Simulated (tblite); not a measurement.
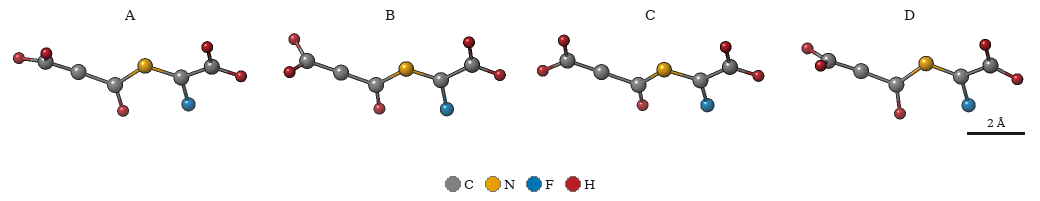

4 geometries from one relaxation of C₅H₅FN (multiplicity 2), in shuffled order. A ball-and-stick model, seen from a free direction.

All numbers below come from tblite, GFN2-xTB geometry optimisation, gas phase. 

Put them in the order of the run, from the start to the converged end.

Answer. C, A, D, B. They are steps 0, 14, 25, 58, at +123.8 kJ/mol, +66.8 kJ/mol, +15.8 kJ/mol relative to the last. An H atom moves most after the best rigid fit: 1.22 Å. By element the largest moves are H 1.22 Å, F 0.19 Å, C 0.18 Å, N 0.08 Å. Near-neighbour distances that change, for instance: C–C 1.423 → 1.333 Å, C–N 1.279 → 1.337 Å, C–N 1.362 → 1.311 Å, C–C 1.314 → 1.286 Å. Among the angles between lasting bonds that change: C–C–N 112.5° → 121.4°, N–C–H 127.4° → 120.9°, C–N–C 116.2° → 122.3°. After 58 geometry steps the energy has fallen by 123.8 kJ/mol.
